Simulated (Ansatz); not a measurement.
# A workflow on Cu2 (SMILES [Cu][Cu])

Wanted: the energy (singlet Cu2, B2PLYP/def2-SV(P)), then a single-point energy (doublet Cu, UB2PLYP/def2-SV(P)), then the energy (doublet Cu, UB2PLYP/def2-SV(P)), then the energy (doublet Cu, UB2PLYP/def2-SV(P)), then a single-point energy (doublet Cu, UB2PLYP/def2-SV(P)) of Cu2 and its partners. 

The calculation is run with Ansatz 0.2.0.

1 further run of the same task is left out (set aside as unsound or not needed).

## (1) The system as given

Cu2: 2 atoms, total charge 0, spin state singlet. As SMILES, `[Cu][Cu]`. The bond length is the measured one.

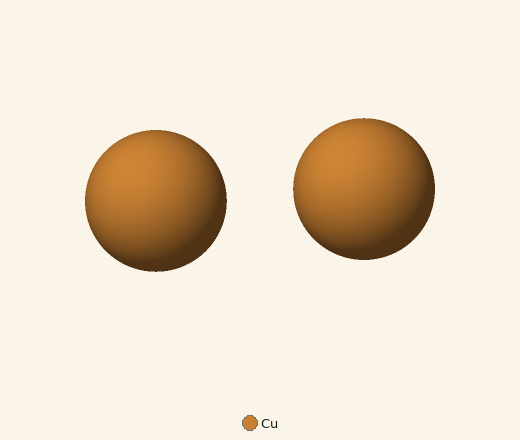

Viewed from a chosen angle; copper orange.

## (2) A single-point energy at B2PLYP/def2-SV(P) (run 1)

Contents of in.yaml:

```yaml
crystal:
  periodic: [false, false, false]
  atoms:
    - {symbol: Cu, position_ang: [0.000000, 0.000000, 0.000000]}
    - {symbol: Cu, position_ang: [0.000000, 0.000000, 2.219700]}
basis:
  gaussian:
    orbitals: def2-SV_P_.json
hamiltonian:
  xc: {name: B2PLYP}
```

The basis set def2-SV(P) is read from a file made from the Basis Set Exchange's data (not shown).

Command:

```bash
$ ansatz run in.yaml --threads 1 --pin off --max-ram 2610MiB --events-out events.jsonl --progress --plain --runs-dir runs
```

What it wrote:

```text
Warning: RAYON_NUM_THREADS=1 ignored (pool sized by the plan → 1); use --threads N
Functional definition: B2PLYP
  name "B2PLYP"
  parameter a = 0.53
  parameter c = 0.27
  exchange = (1 - a)*b88_x + a*exact_x
  correlation = (1 - c)*lyp_c + c*(mp2_os + mp2_ss)
514 factors; integrals over basis functions are off by at most 8.0e-4 eV
mean field evaluation 1: about -89238.2411 eV, gradient 6.5e1 eV
mean field evaluation 2: about -89238.2718 eV, gradient 6.5e1 eV
mean field evaluation 4: about -89244.3500 eV, gradient 1.8e0 eV
mean field evaluation 8: about -89244.4007 eV, gradient 2.7e-1 eV
mean field evaluation 16: about -89244.4025 eV, gradient 2.1e-5 eV
mean field -89244.40251407 eV, -3279.6713003635 hartree, gradient 3.8e-6 eV, S^2 0.000000; 0 other end points of the search recorded, 0 dependent functions left out
10 core orbitals not correlated: weight in the atoms' cores, before any rotation towards them, 1.000 or more for the frozen orbitals, at most 0.000 for the correlated occupied ones
reference -89244.40262963 eV, -3279.6713046102 hartree; 19, 19 occupied and 19, 19 virtual orbitals, 514 factors
second order -16.11454958 eV of doubles, -0.00000000 eV of singles
Total energy: -89248.75355802 eV, -3279.8311982792 hartree
```

It took 2.4 s on 1 thread of Arm Neoverse V1, shared host; peak memory 0.11 GiB.

## (3) The Cu atom: a single-point energy at UB2PLYP/def2-SV(P) (run 2)

Contents of input.yaml:

```yaml
crystal:
  periodic: [false, false, false]
  atoms:
    - {symbol: Cu, position_ang: [0.000000, 0.000000, 2.219700]}
basis:
  gaussian: {orbitals: def2-SV_P_.json}
total_charge: 0
magnetization: {spin_polarized: true, initial_magnetization: 1}
hamiltonian: {xc: {name: B2PLYP}}
```

The basis set def2-SV(P) is read from a file made from the Basis Set Exchange's data (not shown).

Run the same way, it converges to -1639.87836 Eh (log not shown).

## (4) Cu among ghost functions: the energy at UB2PLYP/def2-SV(P) (with ghost functions) (run 3)

Changes to input.yaml since step 3:

```diff
@@ -5,4 +5,5 @@
 basis:
-  gaussian: {orbitals: def2-SV_P_.json}
-total_charge: 0
+  gaussian:
+    orbitals: def2-SV_P_.json
+    ghost_atoms: [{symbol: Cu, position_ang: [0.000000, 0.000000, 0.000000]}]
 magnetization: {spin_polarized: true, initial_magnetization: 1}
```

The basis set def2-SV(P) is read from a file made from the Basis Set Exchange's data (not shown).

Run the same way, it converges to -1639.88630 Eh (log not shown).

## (5) The Cu atom: the energy at UB2PLYP/def2-SV(P) (run 4)

Contents of input.yaml:

```yaml
basis:
  gaussian:
    orbitals: def2-SV_P_.json
crystal:
  periodic: [false, false, false]
  atoms:
    - {symbol: Cu, position_ang: [0.000000, 0.000000, 0.000000]}
magnetization:
  spin_polarized: true
  initial_magnetization: 1
hamiltonian:
  xc: {name: B2PLYP}
```

The basis set def2-SV(P) is read from a file made from the Basis Set Exchange's data (not shown).

Run the same way, it converges to -1639.87836 Eh (log not shown).

## (6) Cu among ghost functions: a single-point energy at UB2PLYP/def2-SV(P) (with ghost functions) (run 5)

Contents of run.yaml:

```yaml
basis:
  gaussian:
    orbitals: def2-SV_P_.json
    ghost_atoms: [{symbol: Cu, position_ang: [0.000000, 0.000000, 2.219700]}]
crystal:
  periodic: [false, false, false]
  atoms:
    - symbol: Cu
      position_ang: [0.000000, 0.000000, 0.000000]
magnetization:
  spin_polarized: true
  initial_magnetization: 1
hamiltonian:
  xc: {name: B2PLYP}
```

The basis set def2-SV(P) is read from a file made from the Basis Set Exchange's data (not shown).

Run the same way, it converges to -1639.88630 Eh (log not shown).

## (7) Summary of results

| quantity | value |
| --- | --- |
| run 1, B2PLYP/def2-SV(P): total energy | -3279.83120 Eh |
| Cu atom, run 2: total energy | -1639.87836 Eh |
| Cu atom, run 2: ⟨S²⟩ | 0.750 |
| Cu among ghost functions, run 3: total energy | -1639.88630 Eh |
| Cu among ghost functions, run 3: ⟨S²⟩ | 0.750 |
| Cu atom, run 4: total energy | -1639.87836 Eh |
| Cu atom, run 4: ⟨S²⟩ | 0.750 |
| Cu among ghost functions, run 5: total energy | -1639.88630 Eh |
| Cu among ghost functions, run 5: ⟨S²⟩ | 0.750 |
| electronic atomisation energy | 2.026 eV |
| interaction energy of the rigid parts Cu and Cu (parts in their own basis; closest atoms 2.22 Å apart) | -2.026 eV |
| interaction energy of the rigid parts Cu and Cu (parts in the whole basis, counterpoise; closest atoms 2.22 Å apart) | -1.594 eV |

**Reading.** Taking the molecule apart into free atoms costs 2.03 eV (47 kcal/mol), before zero-point energy and without spin-orbit coupling. The interaction energy of the rigid parts Cu and Cu (parts in their own basis; closest atoms 2.22 Å apart) is −2.03 eV (−47 kcal/mol): the parts attract. Without counterpoise this holds the superposition error of the basis. The interaction energy of the rigid parts Cu and Cu (parts in the whole basis, counterpoise; closest atoms 2.22 Å apart) is −1.59 eV (−154 kJ/mol): the parts attract. The basis-set superposition error is 41.7 kJ/mol.
